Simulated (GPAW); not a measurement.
# SrVS3 (model structure): optical spectrum from first principles, part 2 of 2

Aim: the dielectric function of SrVS3 (model structure), and the optical constants that follow from it. The structure is a model built here, which may or may not match a known phase. It was built so: All O replaced by S in the Pm-3m structure of SrVO3. The cell given below was relaxed beforehand with Ansatz.

GPAW 26.7.0; DFT, PBE, plane-wave PAW (GPAW data sets), scalar-relativistic, RPA, optical limit.

So far. Step 2 (Ground state): There are states at the Fermi level within the smearing, so the occupations stay smeared and the carriers get a Drude term.

## 4. Dielectric function, RPA

Local fields let the induced charge screen the field inside the cell, which as a rule lowers ε, most along directions where the density is uneven.

This step: DFT, PBE, plane-wave PAW (GPAW data sets), scalar-relativistic, RPA, optical limit (GPAW 26.7.0).

df.py

```python
from gpaw.response.df import DielectricFunction

df = DielectricFunction('full.gpw', frequencies={'type': 'nonlinear', 'domega0': 0.03, 'omega2': 8},
                        ecut=50,
                        eta=0.1,
                        nbands=50,
                        rate=0.1,
                        txt='df.txt')
for direction in ['x']:
    df.get_dielectric_function(xc='RPA', direction=direction, filename=f'df_{direction}.csv')
```

Run with:

```sh
OMP_NUM_THREADS=1 python df.py
```

Output:

```text
Using integrator: PointIntegrator
NonLinearFrequencyDescriptor(from 0.000 to 84.484 eV, 525 points)
Nonperiodic BCs:  [False False False]
Using integrator: PointIntegrator
NonLinearFrequencyDescriptor(from 0.000 to 84.484 eV, 525 points)
Nonperiodic BCs:  [False False False]
Using integrator: PointIntegrator

Calculating chi0 body with:
    Ground state adapter containing:
    Number of spins: 2
    Number of kpoints: 512
    Number of irreducible kpoints: 35
    Number of completely occupied states: 17
    Number of partially occupied states: 25

    Linear response parametrization:
    q_c: [0.0, 0.0, 0.0]
    Number of frequency points: 525
    Planewave cutoff: 50.0
    Number of bands: 50
    Number of planewaves: 81
    Broadening (eta): 0.1

Integrating chi0 body.

Symmetries of q_c:
    Direct symmetries (Uq -> q): 48
    Indirect symmetries (TUq -> q): 0
In total 48 allowed symmetries.

35 groups of equivalent kpoints. 93.1640625% reduction.

Integral kind: spectral function

Calculating chi0 optical extensions with:
    Ground state adapter containing:
    Number of spins: 2
    Number of kpoints: 512
    Number of irreducible kpoints: 35
    Number of completely occupied states: 17
    Number of partially occupied states: 25

    Linear response parametrization:
    Number of frequency points: 525
    Planewave cutoff: 50.0
    Number of bands: 50
    Number of planewaves: 81
    Broadening (eta): 0.1
Integrating chi0 head and wings.

Symmetries of q_c:
    Direct symmetries (Uq -> q): 48
    Indirect symmetries (TUq -> q): 0
In total 48 allowed symmetries.

35 groups of equivalent kpoints. 93.1640625% reduction.

Integral kind: spectral function wings

Calculating drude chi0 with:
    Number of frequency points:525
    Plasma frequency decay rate: 0.1 eV

    Ground state adapter containing:
    Number of spins: 2
    Number of kpoints: 512
    Number of irreducible kpoints: 35
    Number of completely occupied states: 17
    Number of partially occupied states: 25

Symmetries of q_c:
    Direct symmetries (Uq -> q): 48
    Indirect symmetries (TUq -> q): 0
In total 48 allowed symmetries.

35 groups of equivalent kpoints. 93.1640625% reduction.

Integral kind: intraband
Plasma frequency:
[[3.64+0.j 0.  +0.j 0.  +0.j]
 [0.  +0.j 3.64+0.j 0.  +0.j]
 [0.  +0.j 0.  +0.j 3.64+0.j]]
```

Run time: 26 s. Hardware: 1 thread of Intel Xeon 6975P-C (Granite Rapids), shared host; peak memory 0.44 GiB.

Sum at mesh points, not converged in k. The Im ε, E ∥ x by photon energy; read off at these points:

| photon energy (eV) | Im ε, E ∥ x |
| --- | --- |
| 1.0 | 19.9 |
| 1.2 | 21.1 |
| 2.0 | 10.9 |
| 3.0 | 4.08 |
| 4.0 | 3.11 |
| 5.0 | 6.80 |
| 6.0 | 4.18 |
| 7.0 | 3.04 |
| 8.0 | 3.82 |
| 9.0 | 3.34 |
| 10.0 | 2.71 |
| 11.0 | 2.36 |
| 12.0 | 1.72 |
| 13.0 | 1.26 |
| 14.0 | 1.18 |
| 15.0 | 1.08 |
| 16.0 | 1.14 |
| 17.0 | 0.891 |
| 18.0 | 0.943 |

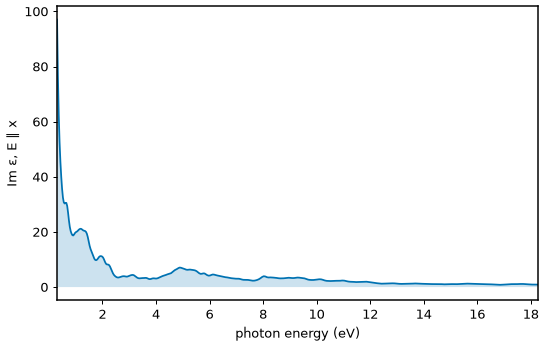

Im ε, E ∥ x against photon energy.

Values under 1 per cm are given as 1; sum at mesh points, not converged in k. The absorption coefficient, E ∥ x by photon energy:

```csv
photon energy (eV),"absorption coefficient, E ∥ x (1/cm)"
1.01,3.3e5
1.99,5.5e5
3.02,3.9e5
3.98,3.3e5
4.98,8.1e5
6.02,8.4e5
6.99,8.5e5
8.03,9.8e5
9.02,1.1e6
10.03,1.2e6
11.03,1.3e6
12.02,1.3e6
13.00,1.1e6
14.04,1.0e6
14.96,9.6e5
16.03,1.1e6
16.96,8.9e5
18.05,1.1e6
```

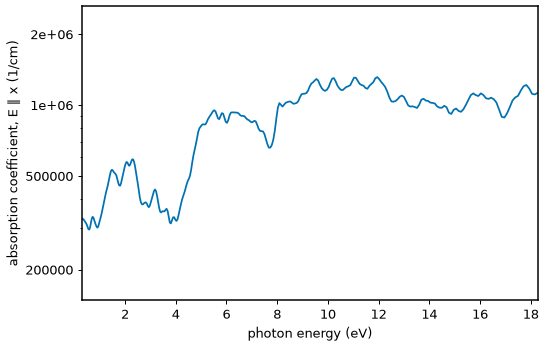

Absorption coefficient, E ∥ x, plotted against photon energy.

The loss function −Im 1/ε at q → 0, E ∥ x has structure finer than the step of the table below, so its rows give means over 1 eV, whole bins alone (the curve runs from 0.305 to 18.3 eV). Peaks (eV: height): 3.3: 0.282, 7.6: 0.386, 14.8: 0.931, 16.7: 1.08.

Sum at mesh points, not converged in k. Table of loss function −Im 1/ε at q → 0, E ∥ x by energy loss; means over each step:

```csv
energy loss (eV),"loss function −Im 1/ε at q → 0, E ∥ x"
1,0.0425
2,0.0948
3,0.249
4,0.169
5,0.137
6,0.222
7,0.328
8,0.287
9,0.299
10,0.376
11,0.461
12,0.594
13,0.800
14,0.835
15,0.848
16,0.853
17,0.918
```

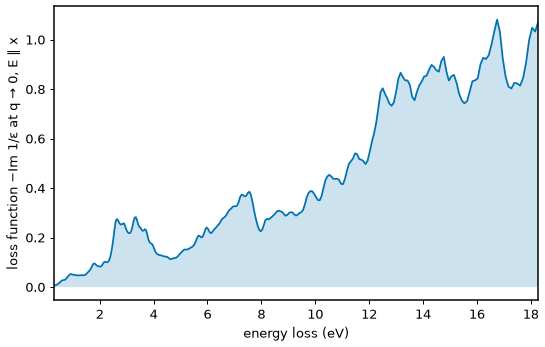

Loss function −Im 1/ε at q → 0, E ∥ x against energy loss.

Sum at mesh points, not converged in k. Reflectivity at normal incidence, E ∥ x against photon energy; read off at these points:

| photon energy (eV) | reflectivity at normal incidence, E ∥ x (%) |
| --- | --- |
| 1.0 | 53.9 |
| 1.5 | 60.2 |
| 2.0 | 51.4 |
| 2.4 | 53.7 |
| 3.0 | 23.2 |
| 4.0 | 16.4 |
| 5.0 | 31.2 |
| 5.5 | 33.2 |
| 6.0 | 26.7 |
| 7.0 | 22.8 |
| 8.0 | 21.0 |
| 9.0 | 23.0 |
| 9.6 | 27.8 |
| 10.0 | 23.0 |
| 11.0 | 24.8 |
| 12.0 | 26.8 |
| 13.0 | 19.3 |
| 14.0 | 15.0 |
| 15.0 | 10.9 |
| 16.0 | 13.1 |
| 17.0 | 8.02 |
| 18.0 | 13.2 |

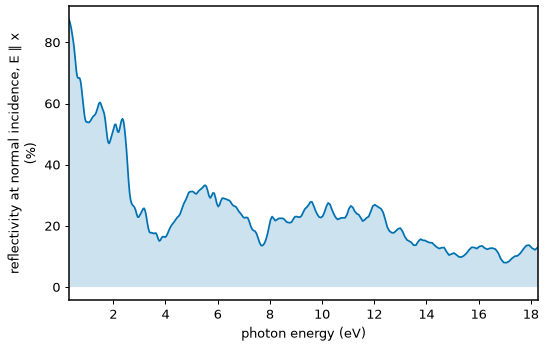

Reflectivity at normal incidence, E ∥ x, plotted against photon energy.

The Im ε, E ∥ x has structure finer than the step of the table below, so its rows give means over 2 eV, whole bins alone (the curve runs from 0.305 to 18.3 eV). Peaks (eV: height): without local fields 4.9: 7.65; with local fields 4.9: 7.08.

Sum at mesh points, not converged in k. Table of Im ε, E ∥ x by photon energy; means over each step:

```csv
photon energy (eV),without local fields,with local fields
2,11.0,10.6
4,4.36,4.27
6,5.54,4.68
8,3.91,3.08
10,3.54,2.73
12,2.13,1.66
14,1.48,1.15
16,0.740,1.06
```

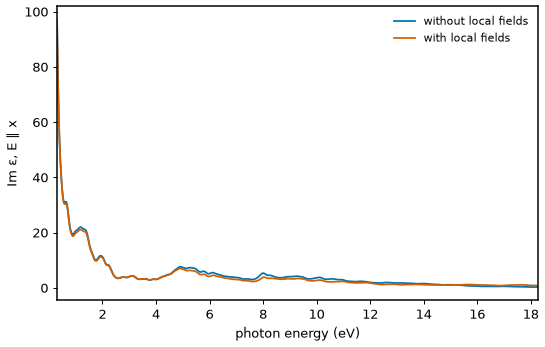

Im ε, E ∥ x, plotted against photon energy.

From ε follow the optical constants at some laser and lamp lines:

```
wavelength (nm)     n      k  R (%)    1/α
           1550  2.64  3.968   63.6  31 nm
           1064  3.21  3.282   54.9  26 nm
            800  2.11  3.320   59.2  19 nm
            633  2.09  2.683   50.1  19 nm
            450  1.42  1.375   26.7  26 nm
            308  1.97  0.791   16.6  31 nm
            248  2.11  1.612   31.2  12 nm
```

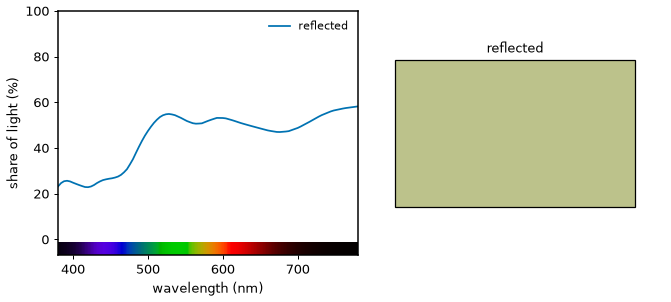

Light reflected across the visible range, with the colour that it makes of daylight (sRGB).

A polished face would reflect 51 % of daylight and look yellow-green (CIE x = 0.350, y = 0.400 under D65).

## 5. Summary of results

**Reading.** At this level (PBE, RPA) SrVS3 is a metal. The mesh is too coarse to trust the carriers' weight, the reflectivity or the colour to better than tens of per cent. A polished face would reflect 51 % of daylight and look yellow-green (CIE x = 0.350, y = 0.400 under D65). The carriers' damping of 0.1 eV is typed, not computed; it shapes the response at the lowest energies. The magnetic state comes from one start and need not be the lowest. The curves end at 18 eV, about where the summed bands run out. In this version of GPAW the matrix elements of the optical limit are incomplete, which can lower ε − 1 by up to a tenth where first-row anions or d states rule, and shift it by more in d metals. GPAW's carrier term has the form −ωp²/(ω + i·rate)², which damps like twice the rate and fails at low energy, so the curves leave the lowest energies out. The sum runs over mesh points 0.17 Å⁻¹ apart with no interpolation, so peaks are partly noise of the mesh, and the Drude plasma energy, a sum over the Fermi surface, isn't converged.

[Machine, clock and banner lines and Python warnings are left out of the logs.]

[Logs are printed without paths, hosts, clocks, repeated set-up lines and the standing remarks that a program may print on its own settings, such as how far it seeks lower states.]

[Hosts, paths, dates, database ids (printed as entryN), source tags and the programs' standing remarks are cut or masked in the printed files.]
